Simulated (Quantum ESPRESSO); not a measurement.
**Near-edge structure at the Zn K edge of KZnF3 (Pm-3m)**

What does one-electron theory with a core hole give for the Zn K edge of KZnF3 (Pm-3m)?

Method: X-ray absorption near-edge structure, plane-wave PAW PBE, one-electron final states by a Lanczos continued fraction, in Quantum ESPRESSO 7.5.

## (1) Starting point

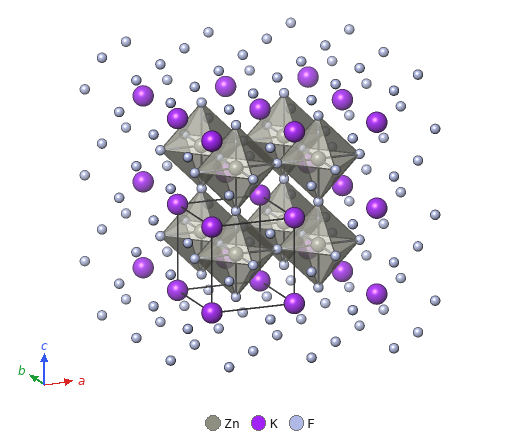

Start, viewed slightly off an axis; zinc grey, potassium purple, fluorine light blue. 2×2×2 cells are drawn. Some periodic images of atoms are drawn too.

## (2) Ground state of the crystal

A plain self-consistent run shows whether there is a gap, which decides the set-up of the core-hole run.

scf.in

```
&control
   calculation='scf', prefix='x', pseudo_dir='../pp', outdir='tmp', tprnfor=.true.
/
&system
   ibrav=0, nat=5, ntyp=3, nbnd=26
   ecutwfc=62, ecutrho=400
   occupations='smearing', smearing='mv', degauss=0.015
/
&electrons
   conv_thr=5.0e-08, electron_maxstep=120
   mixing_beta=0.5
/
ATOMIC_SPECIES
Zn3 1.0 Zn.pbe-dn-kjpaw.UPF
K 1.0 K.pbe-spn-kjpaw.UPF
F 1.0 F.pbe-n-kjpaw.UPF
CELL_PARAMETERS angstrom
  4.05000000 0.00000000 0.00000000
  0.00000000 4.05000000 0.00000000
  0.00000000 0.00000000 4.05000000
ATOMIC_POSITIONS crystal
Zn3  0.50000000 0.50000000 0.50000000
K    0.00000000 0.00000000 0.00000000
F    0.50000000 0.00000000 0.50000000
F    0.00000000 0.50000000 0.50000000
F    0.50000000 0.50000000 0.00000000
K_POINTS automatic
7 7 7 0 0 0
```

Zn.pbe-dn-kjpaw.ld1.in

```
&input
   title='Zn', zed=30., rel=1, iswitch=3, dft='PBE',
   config='[Ar] 4s2 4p0.3 3d9.7'
/
&inputp
   file_pseudopw='Zn.pbe-dn-kjpaw.UPF', author='',
   lpaw=.true.,
   pseudotype=3,
   lloc=-1,
   rcloc=1.9,
   which_augfun='PSQ',
   rmatch_augfun_nc=.true.,
   nlcc=.true.,
   new_core_ps=.true.,
   rcore=1.0,
   tm=.true.,
   lgipaw_reconstruction=.true., use_paw_as_gipaw=.true.
/
6
4S  1  0  2.00  0.00  1.20  2.20  0.0
4S  1  0  0.00  6.10  1.20  2.20  0.0
4P  2  1  0.30  0.00  1.20  2.20  0.0
4P  2  1  0.00  6.30  1.20  2.20  0.0
3D  3  2  9.70  0.00  1.20  1.70  0.0
3D  3  2  0.00 -0.80  1.20  1.70  0.0
```

K.pbe-spn-kjpaw.ld1.in

```
&input
   title='K', zed=19., rel=1, iswitch=3, dft='PBE',
   config='[Ar] 4s1 4p0 3d-1'
/
&inputp
   file_pseudopw='K.pbe-spn-kjpaw.UPF', author='',
   lpaw=.true.,
   pseudotype=3,
   lloc=-1,
   rcloc=1.5,
   which_augfun='PSQ',
   rmatch_augfun_nc=.true.,
   nlcc=.true.,
   new_core_ps=.true.,
   rcore=1.0,
   tm=.true.,
   lgipaw_reconstruction=.true., use_paw_as_gipaw=.true.
/
6
3S  1  0  2.00  0.00  1.20  1.30  0.0
4S  2  0  1.00  0.00  1.20  1.30  0.0
3P  2  1  6.00  0.00  1.40  1.60  0.0
4P  3  1  0.00  0.00  1.40  1.60  0.0
3D  3  2  0.00  0.05  1.20  1.70  0.0
3D  3  2  0.00  1.00  1.20  1.70  0.0
```

F.pbe-n-kjpaw.ld1.in

```
&input
   title='F', zed=9., rel=1, iswitch=3, dft='PBE',
   config='[He] 2s2 2p5'
/
&inputp
   file_pseudopw='F.pbe-n-kjpaw.UPF', author='',
   lpaw=.true.,
   pseudotype=3,
   lloc=-1,
   rcloc=0.9,
   which_augfun='PSQ',
   rmatch_augfun_nc=.true.,
   nlcc=.true.,
   new_core_ps=.true.,
   rcore=0.7,
   tm=.true.,
   lgipaw_reconstruction=.true., use_paw_as_gipaw=.true.
/
4
2S  1  0  2.00  0.00  1.00  1.30  0.0
2S  1  0  0.00  0.40  1.00  1.30  0.0
2P  2  1  5.00  0.00  0.90  1.40  0.0
2P  2  1  0.00  0.15  0.90  1.40  0.0
```

Run with:

```bash
OMP_NUM_THREADS=1 mpirun --oversubscribe --bind-to none -np 4 pw.x -nk 4 -in scf.in > scf.out
```

Output:

```text
     [... banner and references ...]
using ibrav=0 with symmetry is DISCOURAGED, use correct ibrav instead

     G-vector sticks info
     --------------------

     Using Slab Decomposition

     bravais-lattice index     =            0
     lattice parameter (alat)  =       7.6534  a.u.
     unit-cell volume          =     448.2927 (a.u.)^3
     number of atoms/cell      =            5
     number of atomic types    =            3
     number of electrons       =        42.00
     number of Kohn-Sham states=           26
     kinetic-energy cutoff     =      62.0000  Ry
     charge density cutoff     =     400.0000  Ry
     scf convergence threshold =      5.0E-08
     mixing beta               =       0.5000
     number of iterations used =            8  plain     mixing
     Exchange-correlation= SLA  PW   PBX  PBC
                           (   1   4   3   4   0   0   0)

     celldm(1)=   7.653391  celldm(2)=   0.000000  celldm(3)=   0.000000
     celldm(4)=   0.000000  celldm(5)=   0.000000  celldm(6)=   0.000000

     crystal axes: (cart. coord. in units of alat)
               a(1) = (   1.000000   0.000000   0.000000 )
               a(2) = (   0.000000   1.000000   0.000000 )
               a(3) = (   0.000000   0.000000   1.000000 )

     reciprocal axes: (cart. coord. in units 2 pi/alat)
               b(1) = (  1.000000  0.000000  0.000000 )
               b(2) = (  0.000000  1.000000  0.000000 )
               b(3) = (  0.000000  0.000000  1.000000 )

     PseudoPot. #1 for Zn:     Pseudo is Projector augmented-wave + core cor, Zval = 12.0

     ../pp/K.pbe-spn-kjpaw.UPF
     Pseudo is Projector augmented-wave + core cor, Zval =  9.0
     Shape of augmentation charge: PSQ
     Using radial grid of 1165 points,  6 beta functions with:
                l(1) =   0
                l(2) =   0
                l(3) =   1
                l(4) =   1
                l(5) =   2
                l(6) =   2
     Q(r) pseudized with 0 coefficients

     ../pp/F.pbe-n-kjpaw.UPF
     Pseudo is Projector augmented-wave + core cor, Zval =  7.0
     Shape of augmentation charge: PSQ
     Using radial grid of 1105 points,  4 beta functions with:
                l(1) =   0
                l(2) =   0
                l(3) =   1
                l(4) =   1
     Q(r) pseudized with 0 coefficients

     atomic species   valence    mass     pseudopotential
     Zn3              12.00     1.00000     Zn( 1.00)
     K                 9.00     1.00000     K ( 1.00)
     F                 7.00     1.00000     F ( 1.00)

     48 Sym. Ops., with inversion, found

   Cartesian axes

     site n.     atom                  positions (alat units)
         1        Zn3    tau(   1) = (   0.5000000   0.5000000   0.5000000  )
         2        K      tau(   2) = (   0.0000000   0.0000000   0.0000000  )
         3        F      tau(   3) = (   0.5000000   0.0000000   0.5000000  )
         4        F      tau(   4) = (   0.0000000   0.5000000   0.5000000  )
         5        F      tau(   5) = (   0.5000000   0.5000000   0.0000000  )

     number of k points=    20  Marzari-Vanderbilt smearing, width (Ry)=  0.0150
                       cart. coord. in units 2pi/alat
        k(    1) = (   0.0000000   0.0000000   0.0000000), wk =   0.0058309
        k(    2) = (   0.0000000   0.0000000   0.1428571), wk =   0.0349854
        k(    3) = (   0.0000000   0.0000000   0.2857143), wk =   0.0349854
        k(    4) = (   0.0000000   0.0000000   0.4285714), wk =   0.0349854
        k(    5) = (   0.0000000   0.1428571   0.1428571), wk =   0.0699708
[...]
k(   18) = (   0.2857143   0.2857143   0.4285714), wk =   0.1399417
        k(   19) = (   0.2857143   0.4285714   0.4285714), wk =   0.1399417
        k(   20) = (   0.4285714   0.4285714   0.4285714), wk =   0.0466472

     Dense  grid:    60557 G-vectors     FFT dimensions: (  50,  50,  50)

[...]
total energy              =    -535.13990603 Ry
     estimated scf accuracy    <       0.46972435 Ry

     iteration #  2     ecut=    62.00 Ry     beta= 0.50
     Davidson diagonalization with overlap
     ethr =  1.12E-03,  avg # of iterations =  2.3

     total energy              =    -535.27741331 Ry
     estimated scf accuracy    <       0.08653676 Ry

     iteration #  3     ecut=    62.00 Ry     beta= 0.50
     Davidson diagonalization with overlap
     ethr =  2.06E-04,  avg # of iterations =  5.8

     total energy              =    -535.29178500 Ry
     estimated scf accuracy    <       0.00493688 Ry

     iteration #  4     ecut=    62.00 Ry     beta= 0.50
     Davidson diagonalization with overlap
     ethr =  1.18E-05,  avg # of iterations =  5.5

     total energy              =    -535.29229626 Ry
     estimated scf accuracy    <       0.00058443 Ry

     iteration #  5     ecut=    62.00 Ry     beta= 0.50
     Davidson diagonalization with overlap
     ethr =  1.39E-06,  avg # of iterations =  4.0

     total energy              =    -535.29237185 Ry
     estimated scf accuracy    <       0.00003141 Ry

     iteration #  6     ecut=    62.00 Ry     beta= 0.50
     Davidson diagonalization with overlap
     ethr =  7.48E-08,  avg # of iterations =  2.1

     total energy              =    -535.29238246 Ry
     estimated scf accuracy    <       0.00000411 Ry

     iteration #  7     ecut=    62.00 Ry     beta= 0.50
     Davidson diagonalization with overlap
     ethr =  9.79E-09,  avg # of iterations =  2.4

     total energy              =    -535.29238372 Ry
     estimated scf accuracy    <       0.00000015 Ry

     iteration #  8     ecut=    62.00 Ry     beta= 0.50
     Davidson diagonalization with overlap
     ethr =  3.53E-10,  avg # of iterations =  4.1

     End of self-consistent calculation

          k = 0.0000 0.0000 0.0000 (  3743 PWs)   bands (ev):

   -22.7822 -17.3094 -16.6826 -16.6826  -6.2696  -6.2696  -6.2696   0.1497
     0.1497   0.1497   0.9055   0.9055   0.9055   1.2497   1.2497   2.2337
     2.2337   2.2337   2.4430   2.4430   2.4430   8.1061  13.0088  13.0089
    13.7226  15.2989

          k = 0.0000 0.0000 0.1429 (  3739 PWs)   bands (ev):

   -22.7781 -17.2853 -16.7049 -16.6813  -6.2692  -6.2612  -6.2612  -0.2401
     0.1606   0.1606   0.8313   0.8313   0.9063   1.2499   1.4589   2.1923
[...]
13.9169  15.3116

          k = 0.0000 0.0000 0.2857 (  3707 PWs)   bands (ev):

[...]
14.6932  15.3350

          k = 0.0000 0.0000 0.4286 (  3692 PWs)   bands (ev):

[...]
15.3490  15.3490

          k = 0.0000 0.1429 0.1429 (  3711 PWs)   bands (ev):

[...]
14.0603  15.3475

[...]
k = 0.2857 0.2857 0.4286 (  3692 PWs)   bands (ev):

[...]
15.3227  15.6501

          k = 0.2857 0.4286 0.4286 (  3684 PWs)   bands (ev):

[...]
15.1105  15.3615

          k = 0.4286 0.4286 0.4286 (  3686 PWs)   bands (ev):

   -22.7349 -16.8598 -16.8239 -16.8239  -6.4150  -6.4150  -6.3978  -1.8682
    -0.9387  -0.9387  -0.0090   0.0218   0.0218   2.3747   2.4026   2.4026
     2.7435   2.7435   2.7786   4.1818   4.1818  12.5748  12.9382  12.9382
    14.7141  16.2956

     the Fermi energy is     6.1979 ev

!    total energy              =    -535.29238378 Ry
     total all-electron energy =     -5396.166277 Ry
     estimated scf accuracy    <       0.00000001 Ry
     smearing contrib. (-TS)   =       0.00000000 Ry
     internal energy E=F+TS    =    -535.29238378 Ry

     The total energy is F=E-TS. E is the sum of the following terms:
     one-electron contribution =    -160.85551946 Ry
     hartree contribution      =     115.52546668 Ry
     xc contribution           =     -87.62235842 Ry
     ewald contribution        =    -218.00757669 Ry
     one-center paw contrib.   =    -184.33239589 Ry

     convergence has been achieved in   8 iterations

     Forces acting on atoms (cartesian axes, Ry/au):

     atom    1 type  1   force =     0.00000000    0.00000000    0.00000000
     atom    2 type  2   force =     0.00000000    0.00000000    0.00000000
     atom    3 type  3   force =     0.00000000    0.00000000    0.00000000
     atom    4 type  3   force =     0.00000000    0.00000000    0.00000000
     atom    5 type  3   force =     0.00000000    0.00000000    0.00000000

     Total force =     0.000000     Total SCF correction =     0.000000

     XML data file, charge density, pseudopotentials, collected wavefunctions

=------------------------------------------------------------------------------=
   JOB DONE.
=------------------------------------------------------------------------------=
```

The job ended after 9 s (4 MPI ranks of Intel Xeon 6975P-C (Granite Rapids), shared host; peak memory 0.15 GiB).

Absorbing atoms carry a label of their own (element plus a letter or digit), as the spectrum program needs them as separate species.

The mesh shows a gap of 3.91 eV, so the hole is first treated in a charged cell, without the excited electron.

## (3) Spectrum without a core hole, Zn atom 1

This cheap baseline ignores the attraction of the hole: it shows the absorber's empty states as they are in the ground state.

The absorber has 6 F at 2.02 Å (octahedral, site symmetry m-3m).

xspectra.in

```
&input_xspectra
   calculation='xanes_dipole', edge='K'
   prefix='x', outdir='tmp', xiabs=1, xe0=6.149
   xonly_plot=.false., x_save_file='xanes.sav'
   xniter=3000, xcheck_conv=20, xerror=0.005
   xcoordcrys=.false., xepsilon(1)=1, xepsilon(2)=0, xepsilon(3)=0
/
&plot
   xnepoint=413, xemin=-10, xemax=45, terminator=.true., cut_occ_states=.true.
   xgamma=0.4
/
&pseudos
   filecore='../Zn.wfc'
/
&cut_occ
   cut_desmooth=0.1, cut_stepl=0.05, cut_stepu=0.05, cut_ierror=1e-5
/
5 5 5 0 0 0
```

Run with:

```bash
OMP_NUM_THREADS=1 mpirun --oversubscribe --bind-to none -np 4 xspectra.x -nk 4 -in xspectra.in > xspectra.out
```

Output:

```text
     [... banner and references ...]
Reading input_file

     calculation: xanes_dipole

     xepsilon  [cartesian coordinates]:   1.000000   0.000000   0.000000

     xonly_plot: FALSE
        => complete calculation: Lanczos + spectrum plot

     filecore (core-wavefunction file): ../Zn.wfc

     main plot parameters:
        cut_occ_states: TRUE
        gamma_mode:  constant
        -> using xgamma [eV]:  0.40
        xemin [eV]: -10.00
        xemax [eV]:  45.00
        xnepoint:  413
        xe0 [eV]:   6.149000 (energy zero read in input file)

[...]
Results of STEP 1 successfully written in x_save_file
     x_save_file name:
     ->  xanes.sav
     x_save_file version:  2

     ... End STEP 1 ...

     ... Begin STEP 2 ...

     The spectrum is calculated using the following parameters:
        xe0 [eV]:    6.1490
        the occupied states are elimintate from the spectrum
        xemin [eV]: -10.00
        xemax [eV]:  45.00
        xnepoint:  413
        constant broadening parameter [eV]:    0.400
        Core level energy [eV]:  -9659.
         (from electron binding energy of neutral atoms in X-ray data booklet)

     Cross-section successfully written in xanes.dat

     ... End STEP 2 ...

                                END JOB XSpectra
```

Run time: 18 s. Hardware: 4 MPI ranks; peak memory 0.12 GiB; 72 s of CPU time.

The core hole lives too briefly for so narrow a line (tabulated full width 1.7 eV). The run keeps xgamma small, and the tables are broadened afterwards: Lorentzian half width 0.83 eV up to 4 eV, rising linearly to 1.75 eV at 25 eV (not a setting of the program: the run's 0.4 eV curve was folded afterwards with a further Lorentzian).

The Zn K spectrum, Zn atom 1, no core hole (energy from the lowest empty level; intensity scaled to a mean of 1 over the first 20 eV; folded afterwards to Lorentzian half width 0.83 eV up to 4 eV, rising linearly to 1.75 eV at 25 eV; the points at xe0, where the cut of filled states can leave a spike, are interpolated):

```
E (eV)  intensity
  -2.0       0.06
  -0.5       0.08
   1.0       0.13
   2.5       0.22
   4.0       0.40
   5.5       0.71
   7.0       0.80
   8.5       1.22
  10.0       2.11
  11.5       2.26
  13.0       1.46
  14.5       0.92
  16.0       0.80
  17.5       1.06
  19.0       1.09
  20.5       0.92
  22.0       0.96
  23.5       1.14
  25.0       1.00
  26.5       0.82
  28.0       0.67
  29.5       0.59
  31.0       0.67
```

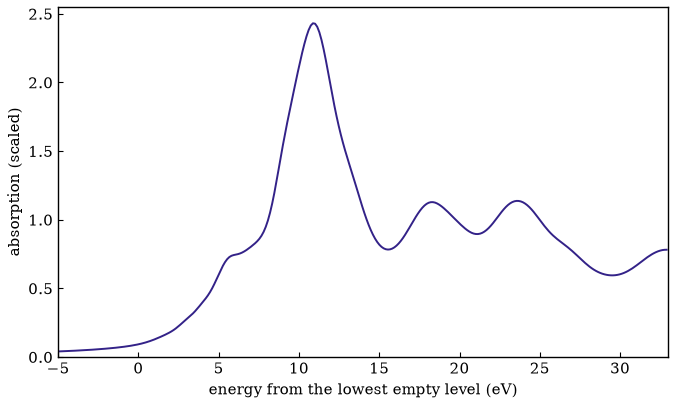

The Zn K edge, Zn atom 1, no core hole: main maxima at 10.9, 18.3 and 23.6 eV.

Main maxima below 30 eV (height): 10.9 eV (2.43), 18.3 eV (1.13) and 23.6 eV (1.14). A K edge sees empty p states on the absorber.

## (4) Supercell without a hole, the energy reference

The photon energy needs a difference of total energies, so the cell and mesh of the coming hole run are first run without a hole.

scf.in

```
&control
   calculation='scf', prefix='x', pseudo_dir='../pp', outdir='tmp', tprnfor=.true.
/
&system
   ibrav=0, nat=10, ntyp=3, nbnd=46
   ecutwfc=62, ecutrho=400
   occupations='fixed'
/
&electrons
   conv_thr=1.0e-07, electron_maxstep=120
   mixing_beta=0.5
/
ATOMIC_SPECIES
Zn 1.0 Zn.pbe-dn-kjpaw.UPF
K 1.0 K.pbe-spn-kjpaw.UPF
F 1.0 F.pbe-n-kjpaw.UPF
CELL_PARAMETERS angstrom
  4.05000000 0.00000000 4.05000000
  0.00000000 4.05000000 4.05000000
  -4.05000000 0.00000000 4.05000000
ATOMIC_POSITIONS crystal
Zn   0.25000000 0.50000000 0.75000000
Zn   0.75000000 0.50000000 0.25000000
K    0.00000000 0.00000000 0.00000000
K    0.50000000 0.00000000 0.50000000
F    0.50000000 0.00000000 0.00000000
F    0.00000000 0.00000000 0.50000000
F    0.00000000 0.50000000 0.00000000
F    0.50000000 0.50000000 0.50000000
F    0.00000000 0.50000000 0.50000000
F    0.50000000 0.50000000 0.00000000
K_POINTS automatic
5 5 5 0 0 0
```

Run with:

```bash
OMP_NUM_THREADS=1 mpirun --oversubscribe --bind-to none -np 4 pw.x -nk 4 -in scf.in > scf.out
```

Output:

```text
     [... banner and references ...]
[banner, memory and clock lines left out]
Found identity + ( -0.5000  0.0000  0.5000) symmetry
     This is a supercell, fractional translations are disabled
     using ibrav=0 with symmetry is DISCOURAGED, use correct ibrav instead

     G-vector sticks info

     bravais-lattice index     =            0
     lattice parameter (alat)  =      10.8235  a.u.
     unit-cell volume          =     896.5854 (a.u.)^3
     number of atoms/cell      =           10
[...]
Forces acting on atoms (cartesian axes, Ry/au):

     atom    1 type  1   force =     0.00000000   -0.00000000    0.00000000
     atom    2 type  1   force =    -0.00000000   -0.00000000    0.00000000
     atom    3 type  2   force =    -0.00000000    0.00000000    0.00000000
[...]
atom    9 type  3   force =     0.00000000   -0.00000000   -0.00000000
     atom   10 type  3   force =     0.00000000    0.00000000   -0.00000000

     Total force =     0.000000     Total SCF correction =     0.000000

     XML data file, charge density, pseudopotentials, collected wavefunctions
[key lines of the parts left out:]
!    total energy              =   -1070.58476725 Ry
convergence has been achieved in   8 iterations
```

Wall time 22 s (4 MPI ranks); peak memory 0.26 GiB; 88 s of CPU time.

Reference energy: -146837.165 eV with the cores included.

[end of part 1 of 3]

[Banner, clock and machine lines of the logs are left out without a mark of their own.]

[Logs are printed without paths, hosts, clocks, repeated set-up lines and the standing remarks that a program may print on its own settings, such as how far it seeks lower states.]

[Hosts, paths, dates, database ids (printed as entryN), source tags and the programs' standing remarks are cut or masked in the printed files.]

[Lists of maxima count a maximum above −3 eV only where it reaches 4 % of the highest in the window and stands out from its surroundings by 2 % of it (1.5 % where it reaches 55 %); shoulders and weaker maxima are passed over, and of the rest the first, up to two pre-edge ones and the few strongest are named.]
